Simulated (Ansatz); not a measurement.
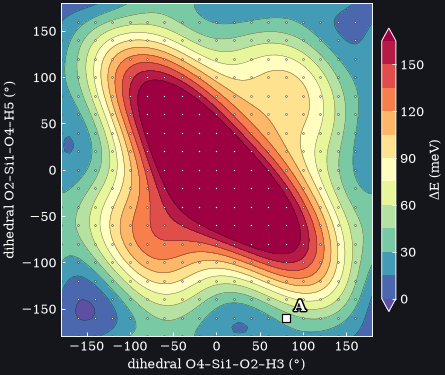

Si(OH)2Cl2. First axis: dihedral O4–Si1–O2–H3. Second axis: dihedral O2–Si1–O4–H5. Nothing is relaxed (all other coordinates rigid). The grid has 18 × 18 points; 171 points were computed and 153 follow by symmetry. All energies are given in meV relative to the lowest grid point. All numbers below come from RKS PBE0-D4/def2-SVP in Ansatz.

The picture shows filled contours, dots at the grid points, one colour for all values above the top of the scale, the point A. Between grid points the surface is interpolated.

### Which way does the force act at A, and how strong is it?

A, at dihedral O4–Si1–O2–H3 = 80°, dihedral O2–Si1–O4–H5 = −160°, is not a stationary point. The computed force is 0.48 meV for each degree towards smaller values of dihedral O4–Si1–O2–H3 and 1.1 meV for each degree towards smaller values of dihedral O2–Si1–O4–H5.
